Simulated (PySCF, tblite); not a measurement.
# C₄H₉OSi radical: geometry, infrared bands and EPR parameters

Wanted: the infrared bands and EPR parameters of C₄H₉OSi radical (`C/C=C/[CH]O[SiH3]`), by calculation.

Computed with tblite 0.8.0 and PySCF 2.14.0, with density-fitted response routines of our own, on a single molecule in the gas phase. Atoms are numbered from 0 throughout.

## (1) Starting geometry

15 atoms, charge 0, multiplicity 2; geometry from: force field or distance geometry start.

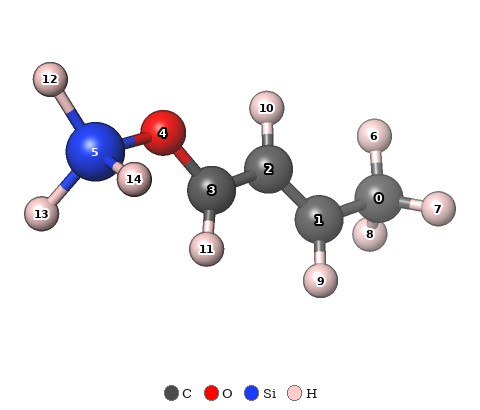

As it starts; carbon dark grey, oxygen red, silicon blue, hydrogen pink, atoms numbered.

## (2) Optimising the geometry with GFN2-xTB

Job settings and geometry (Å):

```
{"job": {"kind": "relax", "xc": "GFN2-xTB", "basis": "xTB"}, "charge": 0, "multiplicity": 2}
C      3.073900    -0.322800    -0.117300
C      1.627000    -0.656700     0.122200
C      0.645900     0.232300     0.097100
C     -0.733000    -0.101400     0.325900
O     -1.637800     0.908700     0.269300
Si    -3.257900     0.618300     0.521900
H      3.207700     0.746900    -0.336100
H      3.672100    -0.568100     0.766900
H      3.447500    -0.897400    -0.966900
H      1.416900    -1.706300     0.357400
H      0.841700     1.278800    -0.128800
H     -1.077100    -1.109900     0.565500
H     -4.027900     1.882200     0.399600
H     -3.749700    -0.371600    -0.466000
H     -3.453500     0.074800     1.891200
```

On the command line:

```sh
> OMP_NUM_THREADS=1 python probes_run.py task.json out
```

The driver reads the jobs from task.json and runs them one after another.

The program printed:

```text
step      E/eV     max force
  0    -514.85641    3.073
  1    -514.97121    1.236
  2    -515.00875    0.560
  3    -515.03646    0.401
  4    -515.04456    0.346
  5    -515.05321    0.307
  6    -515.06230    0.268
  7    -515.07188    0.281
  8    -515.07754    0.178
  9    -515.08193    0.166
 10    -515.08624    0.200
 11    -515.09166    0.239
 12    -515.09637    0.195
 13    -515.09909    0.113
 14    -515.10022    0.093
 15    -515.10098    0.072
 16    -515.10174    0.070
 17    -515.10242    0.071
 18    -515.10314    0.080
 19    -515.10398    0.084
 20    -515.10498    0.097
 21    -515.10614    0.086
 22    -515.10739    0.082
 23    -515.10857    0.081
 24    -515.10948    0.068
 25    -515.11012    0.056
 26    -515.11064    0.070
 27    -515.11121    0.073
 28    -515.11179    0.075
 29    -515.11223    0.066
 30    -515.11250    0.041
 31    -515.11274    0.049
 32    -515.11306    0.060
 33    -515.11346    0.068
 34    -515.11391    0.062
 35    -515.11442    0.063
 36    -515.11512    0.077
 37    -515.11605    0.082
 38    -515.11699    0.078
 39    -515.11758    0.054
 40    -515.11779    0.028
 41    -515.11790    0.028
 42    -515.11800    0.023
 43    -515.11808    0.020
 44    -515.11814    0.016
 45    -515.11818    0.020
 46    -515.11823    0.021
 47    -515.11829    0.017
 48    -515.11832    0.010
```

Run time: 0.3 s. Hardware: 1 thread of Arm Neoverse V1, shared host.

The steps of the relaxation: (not every step is listed)

| step | energy from step 0 (eV) | largest force (eV/Å) |
| --- | --- | --- |
| 0 | 0.0000 | 3.0727 |
| 1 | -0.1148 | 1.2360 |
| 2 | -0.1523 | 0.5597 |
| 3 | -0.1801 | 0.4010 |
| 4 | -0.1882 | 0.3459 |
| 5 | -0.1968 | 0.3075 |
| 6 | -0.2059 | 0.2678 |
| 7 | -0.2155 | 0.2807 |
| 8 | -0.2211 | 0.1781 |
| 11 | -0.2353 | 0.2390 |
| 14 | -0.2438 | 0.0933 |
| 17 | -0.2460 | 0.0710 |
| 20 | -0.2486 | 0.0968 |
| 23 | -0.2522 | 0.0807 |
| 26 | -0.2542 | 0.0701 |
| 29 | -0.2558 | 0.0658 |
| 32 | -0.2567 | 0.0597 |
| 35 | -0.2580 | 0.0632 |
| 38 | -0.2606 | 0.0777 |
| 41 | -0.2615 | 0.0276 |
| 43 | -0.2617 | 0.0195 |
| 44 | -0.2617 | 0.0164 |
| 45 | -0.2618 | 0.0198 |
| 46 | -0.2618 | 0.0210 |
| 47 | -0.2619 | 0.0170 |
| 48 | -0.2619 | 0.0096 |

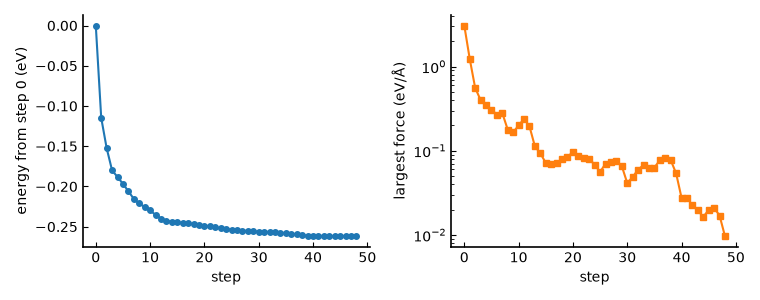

Energy and largest force along the relaxation.

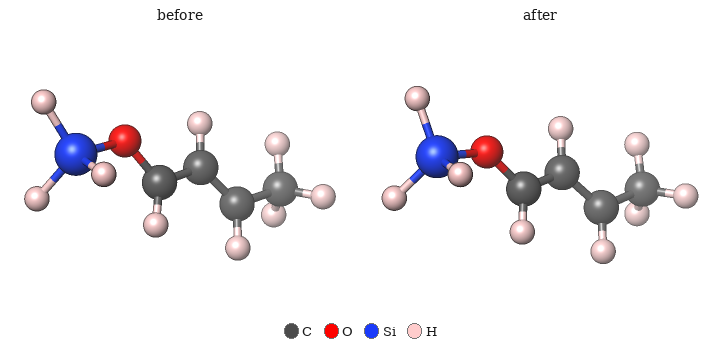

The geometry before (left) and after (right).

Close pairs (by a distance rule), those that changed most:

| bond | before (Å) | after (Å) | change (Å) |
| --- | --- | --- | --- |
| C2–C3 | 1.437 | 1.379 | -0.058 |
| C1–C2 | 1.324 | 1.370 | +0.046 |
| O4–Si5 | 1.665 | 1.626 | -0.039 |
| Si5–H12 | 1.485 | 1.452 | -0.033 |
| Si5–H14 | 1.486 | 1.466 | -0.020 |
| C0–C1 | 1.504 | 1.485 | -0.019 |
| Si5–H13 | 1.482 | 1.466 | -0.016 |
| C3–O4 | 1.357 | 1.341 | -0.016 |

The final coordinates are the input of the step that follows.

## (3) Harmonic vibrations with GFN2-xTB

Job settings and geometry (Å):

```
{"job": {"kind": "ir", "xc": "GFN2-xTB", "basis": "xTB"}, "charge": 0, "multiplicity": 2}
C      3.063634    -0.263697    -0.127130
C      1.662990    -0.682758     0.131767
C      0.594433     0.174630     0.110359
C     -0.712263    -0.195483     0.348156
O     -1.701609     0.708573     0.308417
Si    -3.310072     0.623396     0.532397
H      3.120548     0.802026    -0.334649
H      3.698229    -0.487976     0.733238
H      3.478938    -0.809246    -0.977507
H      1.496737    -1.727744     0.349277
H      0.768864     1.220543    -0.106417
H     -0.978619    -1.219378     0.573028
H     -3.645049     2.020156     0.316944
H     -3.920282    -0.292394    -0.436131
H     -3.620893     0.137340     1.880027
```

The program printed:

```text
mode    cm-1     km/mol
  1      44.1      0.97
  2      97.0      0.30
  3     101.9      0.53
  4     132.1      0.23
  5     207.7      0.19
  6     228.7      0.43
  7     268.2      2.94
  8     388.9      3.78
  9     465.1      0.34
 10     590.3     65.78
 11     635.2     80.25
 12     679.2      1.01
 13     696.7      3.47
 14     738.4    218.46
 15     799.3    260.63
 16     826.9     41.13
 17     838.6    498.35
 18     958.5     15.36
 19     968.7     23.68
 20    1009.1      4.54
 21    1125.1     80.99
 22    1200.7    330.67
 23    1223.0      7.73
 24    1241.6     41.73
 25    1279.0     34.23
 26    1399.1     11.59
 27    1437.9     62.14
 28    1468.4      4.97
 29    1479.8     72.92
 30    1530.5     33.05
 31    2216.7    400.44
 32    2250.8    233.81
 33    2361.1    250.13
 34    2953.2     29.07
 35    2978.4     51.23
 36    3039.5     46.25
 37    3040.1      2.23
 38    3064.4      7.85
 39    3079.8    106.49
```

Wall time 0.41 s (1 thread of Arm Neoverse V1, shared host).

Which atoms move in the most intense modes:

| cm⁻¹ | km/mol | atoms |
| --- | --- | --- |
| 738 | 218.5 | H12 60 %, H13 17 %, H14 17 % |
| 799 | 260.6 | H14 32 %, H13 32 %, H12 28 % |
| 839 | 498.4 | Si5 28 %, O4 19 %, H13 17 %, H14 17 % |
| 1201 | 330.7 | O4 35 %, C3 32 %, C2 18 % |
| 2217 | 400.4 | H13 49 %, H14 47 % |
| 2251 | 233.8 | H14 50 %, H13 48 % |
| 2361 | 250.1 | H12 97 % |
| 3080 | 106.5 | H9 72 %, H10 17 % |

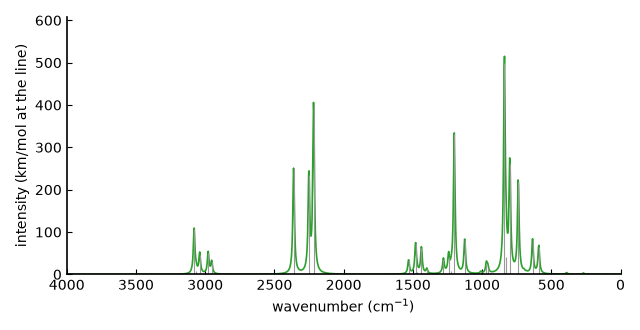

The infrared spectrum from these modes, unscaled. Lines are broadened to a width of 14 cm⁻¹ (Lorentzian).

## (4) g tensor and hyperfine couplings: B3LYP/pcH-1

Settings changed since step 3:

```diff
@@ -1,2 +1,2 @@
-{"job": {"kind": "ir", "xc": "GFN2-xTB", "basis": "xTB"}, "charge": 0, "multiplicity": 2}
+{"job": {"kind": "epr", "basis": "pcH-1"}, "charge": 0, "multiplicity": 2}
 C      3.063634    -0.263697    -0.127130
```

Level: UKS B3LYP, pcH-1 on C H O Si, non-relativistic, mean-field spin-orbit, GIAO.

The program printed:

```text
UKS, coarse grid
  cycle   1  E = -522.45211462  |g| = 5.24e-01
  cycle   2  E = -522.30822457  |g| = 8.17e-01
  cycle   3  E = -522.55220006  |g| = 1.01e-01
  cycle   4  E = -522.55541904  |g| = 4.62e-02
  cycle   5  E = -522.55647607  |g| = 1.74e-02
  cycle   6  E = -522.55664163  |g| = 5.98e-03
  cycle   7  E = -522.55667323  |g| = 2.37e-03
  cycle   8  E = -522.55667999  |g| = 1.42e-03
  cycle   9  E = -522.55668111  |g| = 2.30e-04
UKS, final grid
  cycle   1  E = -522.55664646  |g| = 2.66e-04
  cycle   2  E = -522.55664642  |g| = 4.06e-04
  cycle   3  E = -522.55664649  |g| = 5.61e-05
  cycle   4  E = -522.55664649  |g| = 1.77e-05
E = -522.55664649 Eh   <S^2> = 0.7738 (exact 0.7500)
g shifts (ppm)      1          2          3
  rmc          -170       -170       -170
  gc             -3         39         37
  oz_so         -22       1029       1424
  total        -196        897       1291
hyperfine (MHz)  atom isotope    a_iso     a_fc   dipolar eigenvalues
    0   13C     -22.01     -22.02     -1.50      0.61      0.89
    1   13C      53.60      53.66    -49.68    -48.32     98.00
    2   13C     -47.65     -47.67    -27.25     10.92     16.33
    3   13C      56.16      56.19    -52.02    -51.68    103.70
    4   17O      -7.49      -7.51    -34.85     16.95     17.91
    5  29Si       1.97       1.95     -1.46      0.43      1.03
    6    1H       1.89       1.89     -2.86     -2.33      5.19
    7    1H      69.66      69.66     -3.33     -2.41      5.74
    8    1H      69.44      69.44     -3.33     -2.41      5.74
    9    1H     -37.17     -37.18    -20.08     -1.97     22.05
   10    1H      11.30      11.30     -5.14     -1.38      6.53
   11    1H     -41.23     -41.25    -21.57     -1.76     23.33
   12    1H      -2.36      -2.36     -1.79     -1.19      2.98
   13    1H       6.83       6.83     -1.56     -1.32      2.88
   14    1H       6.82       6.82     -1.56     -1.32      2.88
```

Run time: 57 s. Hardware: 1 thread of Arm Neoverse V1, shared host; peak memory 0.92 GiB.

Principal g values 2.00212, 2.00322, 2.00361; g(iso) = 2.00298, against 2.00232 for a free electron.

Hyperfine couplings; where a row names several nuclei, a(iso) is their mean (it holds for fast rotation or exchange) and the dipolar term the largest among them:

| nuclei | isotope | a(iso) (MHz) | a(iso) (G, at g = 2.0023) | largest dipolar term (MHz) |
| --- | --- | --- | --- | --- |
| C3 | 13C | 56.2 | 20.0 | 103.7 |
| C1 | 13C | 53.6 | 19.1 | 98.0 |
| C2 | 13C | -47.6 | -17.0 | -27.3 |
| H6, H7, H8 | 1H | 47.0 | 16.8 | 5.7 |
| H11 | 1H | -41.2 | -14.7 | 23.3 |
| H9 | 1H | -37.2 | -13.3 | 22.1 |
| C0 | 13C | -22.0 | -7.9 | -1.5 |
| H10 | 1H | 11.3 | 4.0 | 6.5 |
| O4 | 17O | -7.5 | -2.7 | -34.9 |
| H12, H13, H14 | 1H | 3.8 | 1.3 | 3.0 |
| Si5 | 29Si | 2.0 | 0.7 | -1.5 |

Mulliken spin populations:

C0 -0.05; C1 0.61; C2 -0.25; C3 0.60; O4 0.06; Si5 0.00; H6 0.00; H7 0.03; H8 0.03; H9 -0.03; H10 0.01; H11 -0.03; H12 0.00; H13 0.01; H14 0.01

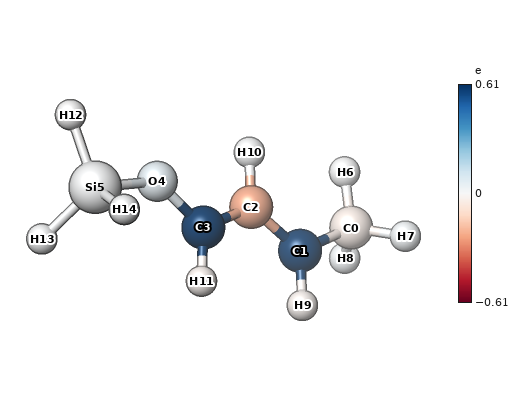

Mulliken spin populations, as colours on the atoms.

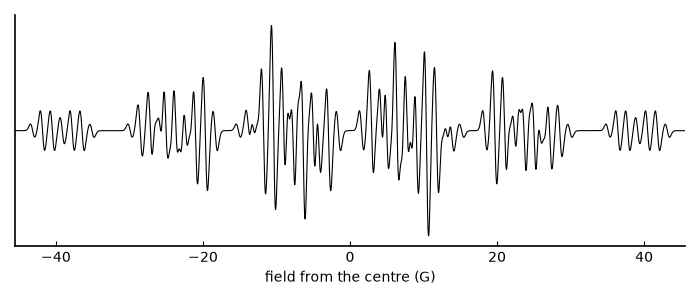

First-order isotropic spectrum (first derivative, main isotopes with spin only, couplings over 0.8 MHz, Gaussian width 0.3 G; couplings of the frozen geometry, rotation of groups not averaged beyond the rows shown).

Orbitals, density, ELF and potential are computed afterwards from the orbital file.

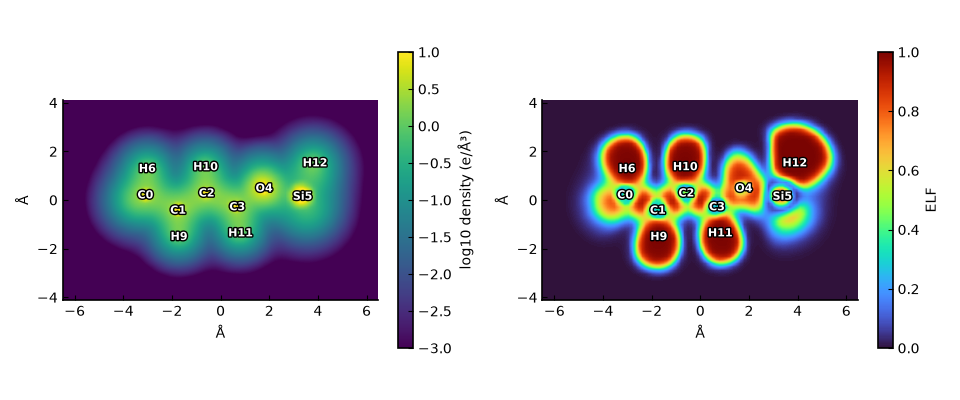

Density (left) and ELF (right) in a plane through or near 11 of the atoms.

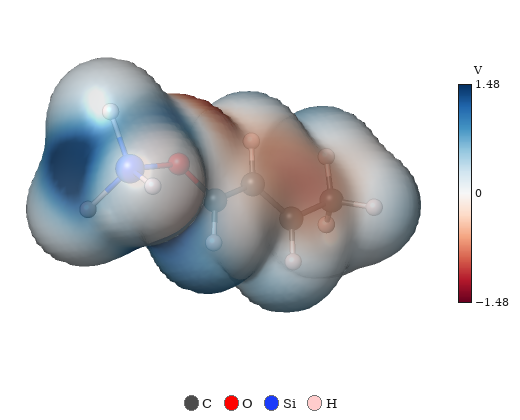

The potential that a unit positive charge feels on the 0.002 e/bohr³ surface, from -0.89 V near O4 to 1.48 V near H13.

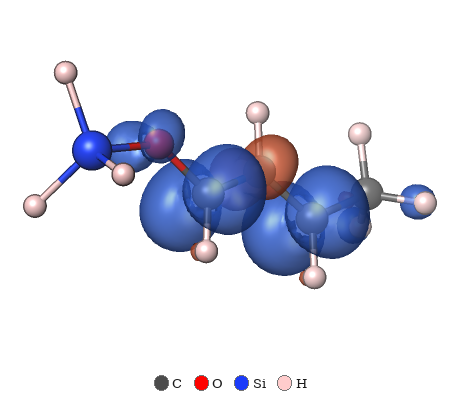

Spin density at ±0.03 e/Å³ (alpha excess blue, beta excess red).

## (5) Results

| quantity | value |
| --- | --- |
| strongest single infrared mode (GFN2-xTB) | 839 cm⁻¹, 498 km/mol |
| zero-point energy (GFN2-xTB) | 70.1 kcal/mol |
| g(iso) (B3LYP) | 2.00298 |
| ⟨S²⟩ | 0.774 (exact 0.75) |
| largest a(iso) (averaged by class) | 13C on C3, 56.2 MHz |
| surface potential, least and greatest | -0.89 V and 1.48 V |

**Reading.** Relaxing lowered the energy by 0.262 eV in 48 steps; the close pair that moved most is C2–C3, from 1.437 to 1.379 Å. All 39 modes are real, so the xTB geometry is a minimum. The strongest single mode, at 839 cm⁻¹, has its largest shares on Si5, O4, H13 and H14 (the list is cut at 4 atoms). GFN2-xTB is a fitted tight-binding method: band positions and strengths are rough. Its intensities can rank the bands wrongly. The largest spin populations lie on C1 (0.61 e), C3 (0.60 e). The isotropic g lies 0.7 ppt above the free-electron value.
